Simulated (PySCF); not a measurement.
System: C6H8 (SMILES C=CCC#CC).

Input

```
{"job": {"kind": "nmr", "xc": "KT2", "basis": "pcSseg-1", "pop": false}, "charge": 0, "multiplicity": 1}
C     -2.741129     0.573997    -0.326629
C     -1.770778    -0.317078    -0.266610
C     -0.848478    -0.481876     0.905786
C      0.529063    -0.254556     0.499791
C      1.652197    -0.059220     0.130902
C      3.017239     0.175584    -0.290770
H     -2.941598     1.252460     0.487161
H     -3.380403     0.664616    -1.188493
H     -1.580005    -0.983544    -1.097736
H     -1.114334     0.220814     1.700497
H     -0.933431    -1.501477     1.299266
H      3.207285     1.246399    -0.363626
H      3.711353    -0.257916     0.429248
H      3.190304    -0.280094    -1.265688
```

Launched as:

```sh
OMP_NUM_THREADS=1 python ens_run.py task.json out
```

Geometry: GFN2-xTB.

Computed with KT2/pcSseg-1, SCF density, gas phase, non-relativistic (PySCF 2.14.0).

Q: Predict the electron density and electron localisation function between the atoms.

A: C–C (1.20 Å): ρ is about 2.8 e/Å³ halfway; the ELF peaks at about 0.85 between the atoms: a multiple bond.

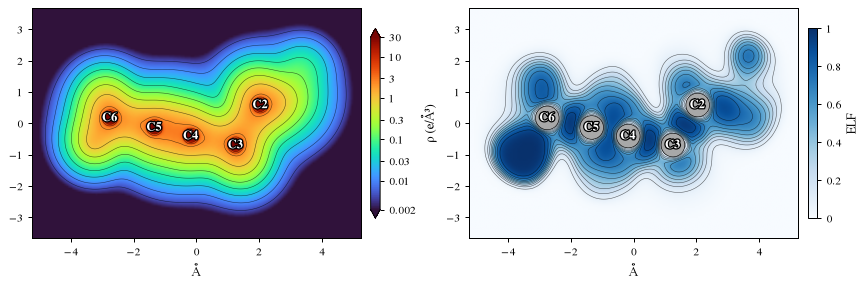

Computed electron density and electron localisation function on the plane of atoms C2, C3 and C4, in this order. Grey discs cover the atomic cores in the ELF map. 
